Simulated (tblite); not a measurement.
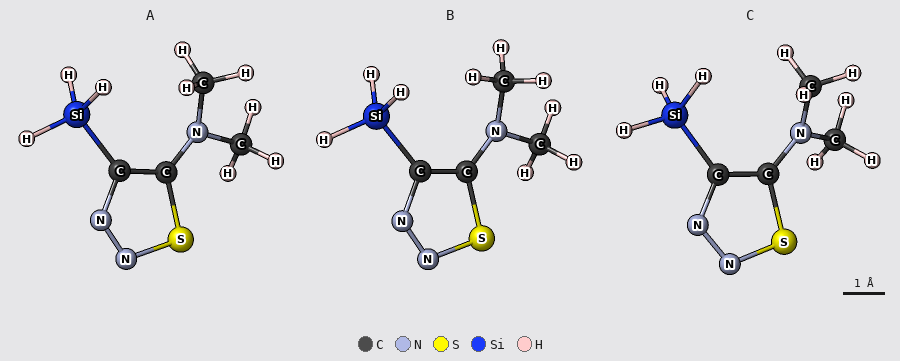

3 geometries from one relaxation of C4H9N3SSi, in shuffled order. A ball-and-stick model, seen at a tilt.

These are results of GFN2-xTB geometry optimisation, gas phase in tblite, not measurements. 

**Put them in the order of the run, from the start to the converged end.**

C, A, B. They are steps 0, 51, 158, at +0.458 eV, +0.022 eV relative to the last. Over 158 geometry steps the energy falls by 0.458 eV. An H atom moves most after the best rigid fit: 1.06 Å. By element the largest moves are H 1.06 Å, C 0.36 Å, Si 0.32 Å, S 0.25 Å, N 0.22 Å. Near-neighbour distances that change, for instance: N–N 1.322 → 1.250 Å, C–N 1.393 → 1.342 Å, H–Si 1.483 → 1.455 Å, H–Si 1.493 → 1.471 Å. Among the angles between lasting bonds that change: C–C–Si 126.8° → 133.4°, N–N–C 112.0° → 117.6°, C–Si–H 112.4° → 107.7°. Groups turn about C–N by about 35°. Cost: 2.2 s on 1 thread of Arm Neoverse N1, on a shared host.
